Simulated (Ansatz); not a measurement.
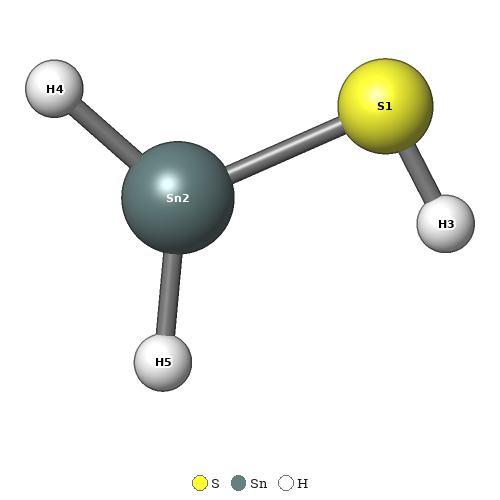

The system is H3SSn, SMILES [SH][SnH2+], charge +1; the picture shows the reference structure. Coordinates scanned: (1) umbrella angle at Sn2 (between each of its bonds and their common axis; 90 is planar); (2) change of the bonds Sn2–S1, Sn2–H4, Sn2–H5, all alike. Nothing is relaxed (all other coordinates rigid). Grid: 15 × 15 points; 120 points were computed and 105 follow by symmetry. Points are written as (first, second). Energies are in kJ/mol, from the lowest grid point. Theory: RKS PBE-D4/def2-TZVP in Ansatz.

Its coordinates:

```xyz
5

S     0.3094   -1.6021    0.4954
Sn   -0.1608    0.4432   -0.5057
H     0.4886   -1.0502    1.7267
H    -0.4893    0.3618   -2.1692
H    -0.1480    1.8472    0.4528
```

Range: umbrella angle at Sn2 (between each of its bonds and their common axis; 90 is planar) from 66.0 to 114.0°; change of the bonds Sn2–S1, Sn2–H4, Sn2–H5, all alike from −0.210 to 0.324 Å.

Question: What landscape does the calculation give?

Answer: The lowest grid point is at (90.0°, 0.019 Å). No other kind of well shows on this grid. The highest grid point, (66.0°, −0.210 Å), lies 231 kJ/mol above the lowest. Round the minimum the two coordinates are nearly uncoupled.

| second ↓, first → | 66.0 | 69.4 | 72.9 | 76.3 | 79.7 | 83.1 | 86.6 | 90.0 | 93.4 | 96.9 | 100.3 | 103.7 | 107.1 | 110.6 | 114.0 |
| --- | --- | --- | --- | --- | --- | --- | --- | --- | --- | --- | --- | --- | --- | --- | --- |
| 0.324 | 182 | 169 | 158 | 148 | 141 | 135 | 132 | 131 | 132 | 135 | 141 | 148 | 158 | 169 | 182 |
| 0.286 | 162 | 148 | 136 | 126 | 118 | 112 | 109 | 108 | 109 | 112 | 118 | 126 | 136 | 148 | 162 |
| 0.248 | 143 | 128 | 115 | 105 | 96 | 90 | 86 | 85 | 86 | 90 | 96 | 105 | 115 | 128 | 143 |
| 0.210 | 126 | 110 | 96 | 85 | 76 | 70 | 66 | 64 | 66 | 70 | 76 | 85 | 96 | 110 | 126 |
| 0.172 | 110 | 94 | 79 | 67 | 58 | 51 | 47 | 45 | 47 | 51 | 58 | 67 | 79 | 94 | 110 |
| 0.134 | 97 | 80 | 64 | 52 | 42 | 35 | 30 | 29 | 30 | 35 | 42 | 52 | 64 | 80 | 97 |
| 0.095 | 88 | 69 | 53 | 39 | 29 | 21 | 17 | 15 | 17 | 21 | 29 | 39 | 53 | 69 | 88 |
| 0.057 | 82 | 62 | 45 | 31 | 20 | 12 | 7 | 5 | 7 | 12 | 20 | 31 | 45 | 62 | 82 |
| 0.019 | 81 | 60 | 42 | 27 | 15 | 7 | 2 | 0 | 2 | 7 | 15 | 27 | 42 | 60 | 81 |
| −0.019 | 85 | 63 | 44 | 28 | 16 | 7 | 2 | 0 | 2 | 7 | 16 | 28 | 44 | 63 | 85 |
| −0.057 | 96 | 73 | 53 | 36 | 23 | 14 | 8 | 6 | 8 | 14 | 23 | 36 | 53 | 73 | 96 |
| −0.095 | 114 | 90 | 69 | 52 | 38 | 28 | 22 | 20 | 22 | 28 | 38 | 52 | 69 | 90 | 114 |
| −0.134 | 143 | 117 | 95 | 77 | 62 | 52 | 46 | 44 | 46 | 52 | 62 | 77 | 95 | 117 | 143 |
| −0.172 | 181 | 154 | 131 | 112 | 96 | 86 | 79 | 77 | 79 | 86 | 96 | 112 | 131 | 154 | 181 |
| −0.210 | 231 | 203 | 178 | 158 | 143 | 131 | 124 | 122 | 124 | 131 | 143 | 158 | 178 | 203 | 231 |

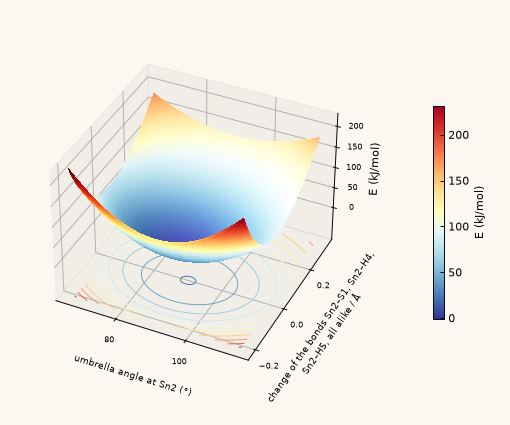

In the figure: a relief with its contours projected below. Between grid points the surface is interpolated.

Time for the 120 points that were run: 4.8 min on 1 thread of Arm Neoverse V1, with other jobs on the host.
